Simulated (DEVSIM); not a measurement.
Device: Schottky contact on n-type Si, at 300 K.

| layer (left to right) | material | thickness (μm) | Nd (cm⁻³) | τn (s) | τp (s) |
|---|---|---|---|---|---|
| 1 | Si | 2.80 | 1.9e16 | 4.6e-5 | 4.6e-5 |
| 2 | Si | 4.50 | 6e17 | 4.6e-5 | 4.6e-5 |

Left contact: Schottky, work function 4.5 eV, emission velocity 2.2e6 cm/s. Right contact: ohmic. Voltage is applied to the left contact. Recombination: SRH at mid-gap, Auger. Gap narrowing is on: ΔEg = 6.92 meV × (l + √(l² + 0.5)), l = ln(N/1.3e17 cm⁻³), shared equally by both band edges. Mobility is constant in doping.

Constants are typed, rounded textbook-type inputs, not results; the design itself was drawn at random and stands for no fabricated device. Values at 300 K.

```tsv
parameter	Si
gap (eV)	1.124
affinity (eV)	4.05
permittivity	11.7
Nc (cm⁻³)	2.86e19
Nv (cm⁻³)	3.1e19
μn (cm²/Vs)	1417
μp (cm²/Vs)	470
Cn (cm⁶/s)	2.8e-31
Cp (cm⁶/s)	9.9e-32
```

Simulated with DEVSIM: 1D drift-diffusion, Boltzmann statistics, complete ionisation; no tunnelling, impact ionisation, image-force lowering or self-heating. Metal contacts follow the ideal Schottky-Mott rule: no Fermi-level pinning, no interface dipoles.

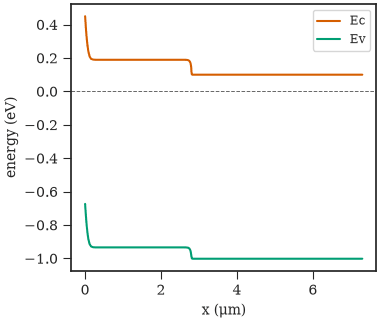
Figure. Band edges at zero bias

Energies count from the Fermi level of the right contact; mesh points crowd at the junctions.

```csv
x (μm),Ec (eV),Ev (eV),n (cm⁻³),p (cm⁻³),field (V/cm)
0.000,0.450,-0.674,8.0e11,1.5e8,-37000
0.02792,0.357,-0.766,2.8e13,4200000,-29000
0.08334,0.241,-0.882,2.5e15,48000,-13000
0.2065,0.190,-0.933,1.8e16,6600,-390
0.6050,0.189,-0.934,1.9e16,6300,≈ 0
1.324,0.189,-0.934,1.9e16,6300,≈ 0
2.075,0.189,-0.934,1.9e16,6300,≈ 0
2.549,0.189,-0.934,1.9e16,6300,≈ 0
2.696,0.188,-0.935,2.0e16,6000,-420
2.764,0.176,-0.948,3.2e16,3700,-5000
2.795,0.142,-0.981,1.2e17,1000,-23000
2.830,0.100,-1.002,6.0e17,460,-130
2.893,0.100,-1.002,6.0e17,460,≈ 0
3.028,0.100,-1.002,6.0e17,460,≈ 0
3.468,0.100,-1.002,6.0e17,460,≈ 0
4.208,0.100,-1.002,6.0e17,460,≈ 0
5.610,0.100,-1.002,6.0e17,460,≈ 0
6.528,0.100,-1.002,6.0e17,460,≈ 0
7.034,0.100,-1.002,6.0e17,460,≈ 0
7.184,0.100,-1.002,6.0e17,460,≈ 0
7.259,0.100,-1.002,6.0e17,460,≈ 0
7.300,0.100,-1.002,6.0e17,460,≈ 0
```
